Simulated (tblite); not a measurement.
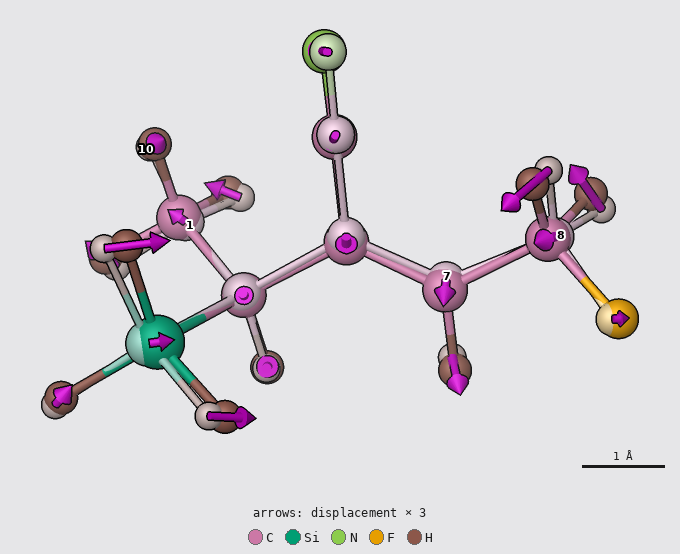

This is a relaxation of C$_{6}$H$_{10}$FNSi. The starting structure is drawn faded, the final one solid; purple arrows show the displacements, 3 times their true length. The two geometries are superimposed by the best rigid fit.

The picture is a ball-and-stick view, seen from a free direction.

Level of theory: GFN2-xTB geometry optimisation, gas phase (tblite 0.8.0). 

### What happened in the run?

The largest moves after the best rigid fit, 0.37 Å, are those of N and H atoms. Largest moves by element: H 0.37 Å, N 0.36 Å, C 0.27 Å, Si 0.11 Å, F 0.08 Å. Some distances before and after: C–C 1.536 → 1.496 Å, H–Si 1.493 → 1.462 Å, C–C 1.439 → 1.415 Å, C–H 1.106 → 1.088 Å. Among the angles between lasting bonds that change: Si–C–H 103.3° → 108.6°, Si–C–C 112.9° → 108.9°, C–C–C 120.6° → 124.3°. Over 97 geometry steps the energy falls by 15.6 kJ/mol.
